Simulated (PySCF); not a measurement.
# [Sm(NH3)]2+: other functionals and bases at one geometry

How far do other levels of theory move the description of [Sm(NH3)]2+, and what does each cost? The species was built from a template and needn't be a known compound.

Method: several levels, as the steps say, no spin–orbit coupling; program: PySCF 2.14.0.

2 further runs of the same task are left out: 1 for a known fault of the program, 1 set aside as unsound or not needed.

## 1. The system as given

5 atoms, charge 2, spin multiplicity 1.

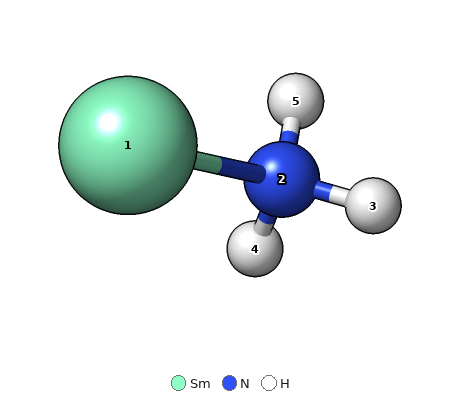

The structure; samarium green, nitrogen blue, hydrogen white; atoms are numbered from 1 in the order of the file.

As a file:

```xyz
5
H3NSm
Sm    0.0000    0.0000   -0.2249
N     0.0000    0.0000    2.3879
H     0.9310    0.0000    2.8320
H    -0.4655    0.8062    2.8320
H    -0.4654   -0.8062    2.8320
```

Formal oxidation states: Sm +2. Each metal's 6 4f electrons lie in its core potential, so multiplicities, spins and levels count the valence alone. An earlier session relaxed this geometry at r2SCAN, Sm lcecp-0-SVP with ECP52, N def2-SVP, H def2-SVP (singlet, point group C3v).

At r2SCAN on the finer grid: E = -84.792433 Eh, frontier levels not given, since the 4f levels lie in the core, Mulliken charge on Sm1 +1.73 e, largest force component 0.002 eV/Å. 

Levels to run: CAM-B3LYP; BP86; PBE0; wB97X; r2SCAN, TZVP. Hardware: 2 threads of Arm Neoverse V1, shared host.

## 2. CAM-B3LYP

The input, run.py (the lines that set the calculation):

```python
mol = gto.M(atom='''
Sm     0.00000     0.00000    -0.22487
N      0.00000     0.00000     2.38794
H      0.93095     0.00004     2.83199
H     -0.46550     0.80621     2.83199
H     -0.46544    -0.80624     2.83199''',
    basis={'Sm': 'lcecp-0-SVP', 'N': 'def2-SVP', 'H': 'def2-SVP'},
    ecp={'Sm': 'lcecp-0-SVP'},
    charge=2, spin=0)
mf = dft.RKS(mol, xc='CAMB3LYP')
mf.grids.atom_grid = (75, 302)  # f atoms: unpruned, at least (60, 302)
mf = mf.density_fit()  # fitting sets: Sm AutoAux, N def2-universal-JKFIT, H def2-universal-JKFIT
mf.conv_tol = 1e-08; mf.max_cycle = 55
mf.kernel(dm0)  # dm0: the density of the relaxed state
```

Launch:

```console
> OMP_NUM_THREADS=2 python run.py
```

The log of the run:

```text
init E= -84.7491904568043
cycle= 1 E= -84.7502615359977  delta_E= -0.00107  |g|= 0.0125  |ddm|= 0.0955
cycle= 2 E= -84.7502777832681  delta_E= -1.62e-05  |g|= 0.0128  |ddm|= 0.0252
cycle= 3 E= -84.7503118866307  delta_E= -3.41e-05  |g|= 0.000984  |ddm|= 0.00896
cycle= 4 E= -84.7503125499566  delta_E= -6.63e-07  |g|= 0.00011  |ddm|= 0.00268
cycle= 5 E= -84.7503125680515  delta_E= -1.81e-08  |g|= 2.6e-05  |ddm|= 0.000482
cycle= 6 E= -84.7503125686539  delta_E= -6.02e-10  |g|= 3.09e-06  |ddm|= 9.54e-05
Extra cycle  E= -84.7503125686593  delta_E= -5.34e-12  |g|= 1.43e-06  |ddm|= 7.39e-06
converged SCF energy = -84.7503125686593
```

It took 2.4 s on 2 threads of Arm Neoverse V1, shared host.

Result: E = -84.750313 Eh, frontier levels not given, since the 4f levels lie in the core, Mulliken charge on Sm1 +1.72 e, largest force component 0.093 eV/Å. 

## 3. BP86

run.py (the lines that set the calculation), as its differences from that of step 2:

```diff
@@ -9,3 +9,3 @@
     charge=2, spin=0)
-mf = dft.RKS(mol, xc='CAMB3LYP')
+mf = dft.RKS(mol, xc='B88,P86')
 mf.grids.atom_grid = (75, 302)  # f atoms: unpruned, at least (60, 302)
```

Launch:

```console
> OMP_NUM_THREADS=2 python run.py
```

The log of the run:

```text
init E= -84.8577677879996
cycle= 1 E= -84.8586333743774  delta_E= -0.000866  |g|= 0.0153  |ddm|= 0.167
cycle= 2 E= -84.8585053654543  delta_E= 0.000128  |g|= 0.0298  |ddm|= 0.0499
cycle= 3 E= -84.8587081595399  delta_E= -0.000203  |g|= 0.00142  |ddm|= 0.0241
cycle= 4 E= -84.8587091653231  delta_E= -1.01e-06  |g|= 0.000167  |ddm|= 0.00342
cycle= 5 E= -84.858709172497  delta_E= -7.17e-09  |g|= 1.94e-05  |ddm|= 0.000177
Extra cycle  E= -84.8587091724569  delta_E= 4.01e-11  |g|= 2.45e-05  |ddm|= 3.62e-05
converged SCF energy = -84.8587091724569
```

It took 3.5 s on 2 threads of Arm Neoverse V1, shared host.

Read off: E = -84.858709 Eh, frontier levels not given, since the 4f levels lie in the core, Mulliken charge on Sm1 +1.69 e, largest force component 0.388 eV/Å. 

## 4. PBE0

run.py (the lines that set the calculation), as its differences from that of step 3:

```diff
@@ -9,3 +9,3 @@
     charge=2, spin=0)
-mf = dft.RKS(mol, xc='B88,P86')
+mf = dft.RKS(mol, xc='PBE0')
 mf.grids.atom_grid = (75, 302)  # f atoms: unpruned, at least (60, 302)
```

Launch:

```console
> OMP_NUM_THREADS=2 python run.py
```

The log of the run:

```text
init E= -84.7411103590971
cycle= 1 E= -84.7413574835573  delta_E= -0.000247  |g|= 0.00532  |ddm|= 0.0444
cycle= 2 E= -84.7413552769627  delta_E= 2.21e-06  |g|= 0.0064  |ddm|= 0.00748
cycle= 3 E= -84.7413640706821  delta_E= -8.79e-06  |g|= 0.000461  |ddm|= 0.00518
cycle= 4 E= -84.7413641249167  delta_E= -5.42e-08  |g|= 4.96e-05  |ddm|= 0.000406
cycle= 5 E= -84.7413641255552  delta_E= -6.39e-10  |g|= 3.01e-06  |ddm|= 6.46e-05
Extra cycle  E= -84.7413641255627  delta_E= -7.5e-12  |g|= 1.46e-06  |ddm|= 9.84e-06
converged SCF energy = -84.7413641255627
```

Wall time 1.8 s (2 threads of Arm Neoverse V1, shared host).

Read off: E = -84.741364 Eh, frontier levels not given, since the 4f levels lie in the core, Mulliken charge on Sm1 +1.72 e, largest force component 0.084 eV/Å. 

## 5. wB97X

run.py (the lines that set the calculation), as its differences from that of step 4:

```diff
@@ -9,3 +9,3 @@
     charge=2, spin=0)
-mf = dft.RKS(mol, xc='PBE0')
+mf = dft.RKS(mol, xc='WB97X')
 mf.grids.atom_grid = (75, 302)  # f atoms: unpruned, at least (60, 302)
```

Launch:

```console
> OMP_NUM_THREADS=2 python run.py
```

The log of the run:

```text
init E= -84.8112793504505
cycle= 1 E= -84.8122143061704  delta_E= -0.000935  |g|= 0.00847  |ddm|= 0.0689
cycle= 2 E= -84.8122583212124  delta_E= -4.4e-05  |g|= 0.00261  |ddm|= 0.0155
cycle= 3 E= -84.8122618638563  delta_E= -3.54e-06  |g|= 0.002  |ddm|= 0.00506
cycle= 4 E= -84.8122628764763  delta_E= -1.01e-06  |g|= 0.00019  |ddm|= 0.00185
cycle= 5 E= -84.812262919677  delta_E= -4.32e-08  |g|= 3e-05  |ddm|= 0.000641
cycle= 6 E= -84.8122629207551  delta_E= -1.08e-09  |g|= 6.21e-06  |ddm|= 0.000111
Extra cycle  E= -84.8122629207909  delta_E= -3.58e-11  |g|= 2.11e-06  |ddm|= 1.83e-05
converged SCF energy = -84.8122629207909
```

Run time: 2.3 s. Hardware: 2 threads of Arm Neoverse V1, shared host.

It gives: E = -84.812263 Eh, frontier levels not given, since the 4f levels lie in the core, Mulliken charge on Sm1 +1.74 e, largest force component 0.139 eV/Å. 

## 6. r2SCAN, TZVP

Basis: Sm lcecp-0-TZVP with ECP52, N def2-TZVP, H def2-TZVP. 

The input, run.py (the lines that set the calculation):

```python
mol = gto.M(atom='''
Sm     0.00000     0.00000    -0.22487
N      0.00000     0.00000     2.38794
H      0.93095     0.00004     2.83199
H     -0.46550     0.80621     2.83199
H     -0.46544    -0.80624     2.83199''',
    basis={'Sm': 'lcecp-0-TZVP', 'N': 'def2-TZVP', 'H': 'def2-TZVP'},
    ecp={'Sm': 'lcecp-0-TZVP'},
    charge=2, spin=0)
mf = dft.RKS(mol, xc='R2SCAN')
mf.grids.atom_grid = (75, 302)  # f atoms: unpruned, at least (60, 302)
mf = mf.density_fit()  # fitting sets: Sm AutoAux, N def2-universal-JKFIT, H def2-universal-JKFIT
mf.conv_tol = 1e-08; mf.max_cycle = 55
mf.kernel(dm0)  # dm0: free metal ions and neutral atoms
```

Launch:

```console
> OMP_NUM_THREADS=2 python run.py
```

The log of the run:

```text
init E= -84.6489527360849
cycle= 1 E= -84.7957269191853  delta_E= -0.147  |g|= 0.547  |ddm|=  1.2
cycle= 2 E= -84.702720466624  delta_E= 0.093  |g|= 0.843  |ddm|= 0.775
cycle= 3 E= -84.8604176904552  delta_E= -0.158  |g|= 0.062  |ddm|= 0.517
cycle= 4 E= -84.8613894498823  delta_E= -0.000972  |g|= 0.00817  |ddm|= 0.0592
cycle= 5 E= -84.8614029158867  delta_E= -1.35e-05  |g|= 0.00217  |ddm|= 0.00771
cycle= 6 E= -84.861404231165  delta_E= -1.32e-06  |g|= 0.000486  |ddm|= 0.00278
cycle= 7 E= -84.8614042908478  delta_E= -5.97e-08  |g|= 4.12e-05  |ddm|= 0.000481
cycle= 8 E= -84.8614042913511  delta_E= -5.03e-10  |g|= 3.06e-06  |ddm|= 8.65e-05
Extra cycle  E= -84.8614042913501  delta_E= 1.05e-12  |g|= 3.99e-06  |ddm|= 5.62e-06
converged SCF energy = -84.8614042913501
```

Wall time 14 s (2 threads of Arm Neoverse V1, shared host).

Result: E = -84.861404 Eh, frontier levels not given, since the 4f levels lie in the core, Mulliken charge on Sm1 +1.83 e, largest force component 0.368 eV/Å. 

## 7. Results

| level | state | charge on Sm1 (e) | dipole (D) | largest force (eV/Å) | basis functions | time |
| --- | --- | --- | --- | --- | --- | --- |
| r2SCAN (relaxed here) | singlet | 1.73 | 2.10 | 0.00 | 60 | 17 s |
| CAM-B3LYP | singlet | 1.72 | 2.07 | 0.09 | 60 | 2.4 s |
| BP86 | singlet | 1.69 | 2.30 | 0.39 | 60 | 3.5 s |
| PBE0 | singlet | 1.72 | 2.12 | 0.08 | 60 | 1.8 s |
| wB97X | singlet | 1.74 | 1.93 | 0.14 | 60 | 2.3 s |
| r2SCAN, TZVP | singlet | 1.83 | 2.15 | 0.37 | 96 | 14 s |

Times are on 2 threads of Arm Neoverse V1, shared host; the first row also made further properties. The dipole of a charged species depends on the origin, so these sizes hold for this origin alone.

The largest leftover force, 0.39 eV/Å with BP86, stands at a geometry relaxed at another level. The Mulliken charge on Sm spans +1.69 to +1.83 e over the levels. With 4f in the core, its levels are missing from HOMO and gap. Total energies of different levels can't be compared. Spin–orbit coupling is left out throughout.
